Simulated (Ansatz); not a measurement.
# SiH2F2: molecular dynamics (part 4 of 4)

The same run, continued: SiH2F2; RKS r2SCANh-D4/def2-SVP (Ansatz 0.2.0). It belongs to a series of runs on one base structure; here: dynamics from the start.

Geometry of the input (Å):
```
Si 0.0128  -0.0216  -0.0173
F  -0.0001  0.0003  1.5916
H  1.4146  0.0352  -0.4780
F  -0.7499  1.2994  -0.5299
H  -0.7373  -1.2072  -0.4783
```

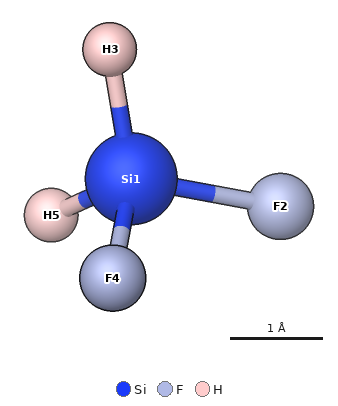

Fig. 1: The geometry at step 124 of the log (ball-and-stick view, seen at a tilt; atoms are numbered from 1 in the order of the input).

## Trajectory as extended XYZ, continued
```
5
Properties=species:S:1:pos:R:3:forces:R:3 step=99 time_fs=99.0 energy=-13336.64559 temperature=1102.8
Si    0.0055   -0.0236   -0.0190    1.0065   0.7662   0.5953
F     0.0013   -0.0003    1.5833   -0.4043  -0.0473   0.4210
H     1.4364    0.1171   -0.3098    0.1665  -0.0327  -0.4781
F    -0.7493    1.3011   -0.5290   -0.2212  -0.1963  -0.1389
H    -0.5936   -1.2549   -0.4606   -0.5475  -0.4900  -0.3993
5
Properties=species:S:1:pos:R:3:forces:R:3 step=101 time_fs=101.0 energy=-13336.58925 temperature=979.3
Si   -0.0005   -0.0216   -0.0011    1.1814   0.1584  -1.5736
F     0.0042    0.0007    1.5556   -0.5284  -0.1105   2.3315
H     1.4360    0.1753   -0.2863    0.0158  -0.2054  -0.4788
F    -0.7427    1.2949   -0.5271   -0.4776   0.0556  -0.1948
H    -0.6060   -1.2714   -0.4962   -0.1911   0.1019  -0.0843
5
Properties=species:S:1:pos:R:3:forces:R:3 step=103 time_fs=103.0 energy=-13336.43217 temperature=596.7
Si   -0.0049   -0.0193    0.0148    1.3245  -0.3726  -3.9447
F     0.0061    0.0015    1.5324   -0.5899  -0.1715   4.3510
H     1.4361    0.2262   -0.2809   -0.1667  -0.3798  -0.4206
F    -0.7370    1.2888   -0.5257   -0.7082   0.3068  -0.2420
H    -0.6259   -1.2844   -0.5353    0.1403   0.6172   0.2564
5
Properties=species:S:1:pos:R:3:forces:R:3 step=105 time_fs=105.0 energy=-13336.27621 temperature=209.1
Si   -0.0075   -0.0176    0.0256    1.4434  -0.5490  -5.7022
F     0.0068    0.0020    1.5177   -0.5890  -0.2212   5.8809
H     1.4302    0.2633   -0.2915   -0.2310  -0.5100  -0.3366
F    -0.7327    1.2832   -0.5247   -0.9012   0.5513  -0.2832
H    -0.6412   -1.2748   -0.5654    0.2778   0.7289   0.4412
5
Properties=species:S:1:pos:R:3:forces:R:3 step=107 time_fs=107.0 energy=-13336.24639 temperature=135.4
Si   -0.0082   -0.0165    0.0286    1.5284  -0.3592  -6.0762
F     0.0063    0.0020    1.5147   -0.5430  -0.2551   6.2551
H     1.4156    0.2813   -0.3153   -0.1186  -0.5635  -0.2563
F    -0.7302    1.2787   -0.5243   -1.0479   0.7890  -0.3191
H    -0.6465   -1.2382   -0.5794    0.1811   0.3889   0.3965
5
Properties=species:S:1:pos:R:3:forces:R:3 step=109 time_fs=109.0 energy=-13336.34159 temperature=382.6
Si   -0.0068   -0.0159    0.0235    1.5962   0.1133  -4.8648
F     0.0047    0.0015    1.5243   -0.4648  -0.2694   5.2701
H     1.3967    0.2780   -0.3493    0.1285  -0.5350  -0.1942
F    -0.7298    1.2757   -0.5245   -1.1309   1.0037  -0.3446
H    -0.6454   -1.1870   -0.5789   -0.1290  -0.3126   0.1335
5
Properties=species:S:1:pos:R:3:forces:R:3 step=111 time_fs=111.0 energy=-13336.47363 temperature=736.1
Si   -0.0031   -0.0151    0.0117    1.5660   0.5187  -2.7394
F     0.0022    0.0005    1.5447   -0.3561  -0.2580   3.3716
H     1.3825    0.2542   -0.3911    0.3664  -0.4503  -0.1379
F    -0.7316    1.2748   -0.5254   -1.1231   1.1497  -0.3489
H    -0.6494   -1.1472   -0.5733   -0.4533  -0.9601  -0.1454
5
Properties=species:S:1:pos:R:3:forces:R:3 step=112 time_fs=112.0 energy=-13336.54084 temperature=919.4
Si   -0.0005   -0.0145    0.0041    1.4459   0.5104  -1.6875
F     0.0006   -0.0002    1.5578   -0.2907  -0.2412   2.3070
H     1.3801    0.2355   -0.4144    0.4203  -0.3998  -0.1004
F    -0.7334    1.2752   -0.5262   -1.0773   1.1781  -0.3398
H    -0.6572   -1.1396   -0.5720   -0.4982  -1.0475  -0.1794
5
Properties=species:S:1:pos:R:3:forces:R:3 step=114 time_fs=114.0 energy=-13336.65467 temperature=1236.6
Si    0.0063   -0.0127   -0.0127    0.9639  -0.0259  -0.0390
F    -0.0030   -0.0020    1.5873   -0.1450  -0.1863   0.2990
H     1.3872    0.1866   -0.4638    0.3238  -0.2953   0.0142
F    -0.7387    1.2777   -0.5282   -0.8976   1.1198  -0.2951
H    -0.6867   -1.1532   -0.5739   -0.2451  -0.6124   0.0208
5
Properties=species:S:1:pos:R:3:forces:R:3 step=116 time_fs=116.0 energy=-13336.66681 temperature=1300.3
Si    0.0145   -0.0110   -0.0297    0.3740  -0.7757   1.0394
F    -0.0069   -0.0043    1.6178    0.0073  -0.1127  -1.3118
H     1.4064    0.1258   -0.5132    0.0206  -0.1716   0.1704
F    -0.7458    1.2826   -0.5308   -0.6131   0.9052  -0.2163
H    -0.7256   -1.1899   -0.5749    0.2112   0.1547   0.3184
5
Properties=species:S:1:pos:R:3:forces:R:3 step=118 time_fs=118.0 energy=-13336.57166 temperature=1088.9
Si    0.0234   -0.0103   -0.0456   -0.1373  -1.1890   1.8191
F    -0.0109   -0.0068    1.6461    0.1523  -0.0347  -2.4664
H     1.4266    0.0577   -0.5566   -0.2784  -0.0116   0.3099
F    -0.7543    1.2894   -0.5339   -0.2550   0.5653  -0.1114
H    -0.7572   -1.2217   -0.5640    0.5184   0.6701   0.4488
5
Properties=species:S:1:pos:R:3:forces:R:3 step=120 time_fs=120.0 energy=-13336.45501 temperature=813.3
Si    0.0321   -0.0112   -0.0592   -0.5718  -1.1023   2.4673
F    -0.0146   -0.0093    1.6697    0.2830   0.0377  -3.2178
H     1.4369   -0.0116   -0.5889   -0.3924   0.1690   0.3732
F    -0.7634    1.2974   -0.5372    0.1374   0.1516   0.0056
H    -0.7699   -1.2292   -0.5362    0.5437   0.7440   0.3717
5
Properties=species:S:1:pos:R:3:forces:R:3 step=122 time_fs=122.0 energy=-13336.36053 temperature=585.3
Si    0.0402   -0.0136   -0.0695   -0.9168  -0.5173   3.0779
F    -0.0178   -0.0119    1.6871    0.3964   0.1023  -3.6588
H     1.4327   -0.0753   -0.6074   -0.2622   0.3333   0.3353
F    -0.7724    1.3058   -0.5406    0.5225  -0.2769   0.1190
H    -0.7626   -1.2093   -0.4942    0.2601   0.3587   0.1266
5
Properties=species:S:1:pos:R:3:forces:R:3 step=124 time_fs=124.0 energy=-13336.26157 temperature=342.2
Si    0.0471   -0.0167   -0.0757   -1.1392   0.4217   3.6291
F    -0.0202   -0.0143    1.6973    0.4903   0.1607  -3.8613
H     1.4189   -0.1271   -0.6134    0.0449   0.4483   0.2167
F    -0.7804    1.3137   -0.5438    0.8630  -0.6695   0.2181
H    -0.7458   -1.1762   -0.4470   -0.2589  -0.3612  -0.2025
5
Properties=species:S:1:pos:R:3:forces:R:3 step=126 time_fs=126.0 energy=-13336.17750 temperature=135.6
Si    0.0526   -0.0193   -0.0769   -1.3863   1.1493   3.9155
F    -0.0216   -0.0163    1.6997    0.5599   0.2143  -3.8783
H     1.4065   -0.1624   -0.6112    0.3342   0.5048   0.0901
F    -0.7867    1.3204   -0.5466    1.1302  -0.9903   0.3010
H    -0.7384   -1.1560   -0.4067   -0.6380  -0.8781  -0.4284
5
Properties=species:S:1:pos:R:3:forces:R:3 step=128 time_fs=128.0 energy=-13336.19368 temperature=179.0
Si    0.0561   -0.0204   -0.0729   -1.8389   1.0458   3.7186
F    -0.0219   -0.0180    1.6942    0.5983   0.2604  -3.7307
H     1.4063   -0.1788   -0.6052    0.3780   0.5212   0.0479
F    -0.7908    1.3252   -0.5488    1.3064  -1.2190   0.3716
H    -0.7540   -1.1674   -0.3817   -0.4438  -0.6083  -0.4075
5
Properties=species:S:1:pos:R:3:forces:R:3 step=130 time_fs=130.0 energy=-13336.27981 temperature=406.0
Si    0.0572   -0.0201   -0.0636   -2.2354   0.4091   3.0962
F    -0.0210   -0.0191    1.6811    0.5977   0.2933  -3.3935
H     1.4199   -0.1754   -0.5971    0.1352   0.5118   0.1126
F    -0.7923    1.3275   -0.5503    1.3848  -1.3479   0.4320
H    -0.7860   -1.2012   -0.3719    0.1178   0.1337  -0.2473
5
Properties=species:S:1:pos:R:3:forces:R:3 step=132 time_fs=132.0 energy=-13336.37701 temperature=671.9
Si    0.0552   -0.0193   -0.0500   -2.2736  -0.0787   2.2128
F    -0.0189   -0.0197    1.6609    0.5536   0.3091  -2.7939
H     1.4386   -0.1523   -0.5844   -0.2021   0.4640   0.2127
F    -0.7910    1.3272   -0.5509    1.3655  -1.3757   0.4786
H    -0.8142   -1.2309   -0.3715    0.5566   0.6813  -0.1103
5
Properties=species:S:1:pos:R:3:forces:R:3 step=134 time_fs=134.0 energy=-13336.49888 temperature=1007.1
Si    0.0501   -0.0185   -0.0332   -1.9801  -0.1539   1.1140
F    -0.0156   -0.0196    1.6347    0.4655   0.3065  -1.8227
H     1.4502   -0.1111   -0.5635   -0.4110   0.3647   0.2627
F    -0.7869    1.3240   -0.5505    1.2511  -1.3013   0.5031
H    -0.8222   -1.2358   -0.3755    0.6745   0.7840  -0.0571
5
Properties=species:S:1:pos:R:3:forces:R:3 step=136 time_fs=136.0 energy=-13336.62284 temperature=1352.8
Si    0.0422   -0.0178   -0.0146   -1.4532   0.1887  -0.2293
F    -0.0113   -0.0190    1.6045    0.3361   0.2837  -0.3726
H     1.4466   -0.0555   -0.5324   -0.3788   0.2242   0.2196
F    -0.7802    1.3181   -0.5492    1.0412  -1.1199   0.4943
H    -0.8051   -1.2117   -0.3821    0.4547   0.4233  -0.1120
5
Properties=species:S:1:pos:R:3:forces:R:3 step=138 time_fs=138.0 energy=-13336.64974 temperature=1455.5
Si    0.0322   -0.0169    0.0039   -0.7633   0.8207  -1.8279
F    -0.0063   -0.0177    1.5733    0.1734   0.2353   1.5813
H     1.4290    0.0095   -0.4927   -0.1169   0.0715   0.0893
F    -0.7714    1.3099   -0.5467    0.7319  -0.8230   0.4386
H    -0.7709   -1.1719   -0.3933   -0.0250  -0.3046  -0.2813
5
Properties=species:S:1:pos:R:3:forces:R:3 step=140 time_fs=140.0 energy=-13336.53324 temperature=1193.0
Si    0.0210   -0.0148    0.0201   -0.1118   1.2542  -3.6349
F    -0.0009   -0.0159    1.5449   -0.0048   0.1542   3.8252
H     1.4069    0.0781   -0.4491    0.2253  -0.0675  -0.0744
F    -0.7609    1.2999   -0.5434    0.3217  -0.4058   0.3205
H    -0.7371   -1.1431   -0.4156   -0.4303  -0.9351  -0.4365
5
Properties=species:S:1:pos:R:3:forces:R:3 step=142 time_fs=142.0 energy=-13336.38053 temperature=826.9
Si    0.0096   -0.0111    0.0314    0.2993   0.8458  -5.4205
F     0.0046   -0.0138    1.5240   -0.1706   0.0397   5.8003
H     1.3928    0.1449   -0.4077    0.4012  -0.1972  -0.1903
F    -0.7496    1.2890   -0.5394   -0.1812   0.1331   0.1227
H    -0.7181   -1.1480   -0.4541   -0.3486  -0.8214  -0.3122
5
Properties=species:S:1:pos:R:3:forces:R:3 step=144 time_fs=144.0 energy=-13336.27993 temperature=584.4
Si   -0.0017   -0.0062    0.0355    0.7174  -0.2547  -6.4085
F     0.0098   -0.0116    1.5145   -0.3048  -0.0866   6.7177
H     1.3931    0.2049   -0.3730    0.2778  -0.3390  -0.2229
F    -0.7386    1.2782   -0.5351   -0.7520   0.7898  -0.1621
H    -0.7115   -1.1832   -0.5045    0.0616  -0.1096   0.0758
5
Properties=species:S:1:pos:R:3:forces:R:3 step=146 time_fs=146.0 energy=-13336.25219 temperature=526.3
Si   -0.0120   -0.0016    0.0309    1.4151  -1.3841  -5.8220
F     0.0144   -0.0096    1.5185   -0.4160  -0.1885   6.1233
H     1.4038    0.2526   -0.3463   -0.0169  -0.4790  -0.2143
F    -0.7290    1.2690   -0.5311   -1.3400   1.5282  -0.5083
H    -0.7029   -1.2232   -0.5527    0.3577   0.5234   0.4213
5
Properties=species:S:1:pos:R:3:forces:R:3 step=148 time_fs=148.0 energy=-13336.30751 temperature=681.1
Si   -0.0205    0.0012    0.0183    2.2519  -2.1585  -3.8070
F     0.0183   -0.0079    1.5348   -0.5222  -0.2444   4.3225
H     1.4141    0.2825   -0.3276   -0.2524  -0.5700  -0.2204
F    -0.7220    1.2627   -0.5281   -1.8572   2.2306  -0.8403
H    -0.6810   -1.2446   -0.5859    0.3798   0.7424   0.5452
5
Properties=species:S:1:pos:R:3:forces:R:3 step=150 time_fs=150.0 energy=-13336.40277 temperature=942.4
Si   -0.0260    0.0011    0.0004    2.9399  -2.3323  -1.2092
F     0.0211   -0.0067    1.5602   -0.6147  -0.2619   2.1039
H     1.4153    0.2910   -0.3173   -0.2841  -0.5754  -0.2588
F    -0.7187    1.2609   -0.5267   -2.1822   2.6883  -1.0514
H    -0.6449   -1.2388   -0.5990    0.1411   0.4813   0.4155
```

## Results in brief

| quantity | value |
| --- | --- |
| outcome | finished |
| mean temperature over the second half | 705 K |
| trajectory | 150 steps, 150 fs |
| ensemble | nvt_nose_hoover |
| temperature in the input | 1000.0 K |
| time step | 1.0 fs |
| potential energy (last step) | −13336.4028 eV |
| mean-field energy (last step) | −13336.3892 eV |
| largest force (length of the vector) (last step) | 3.943 eV/Å |
| wall time | 4.9 min |
| peak memory | 0.11 GiB |

## Notes

So short a trajectory is not equilibrated.
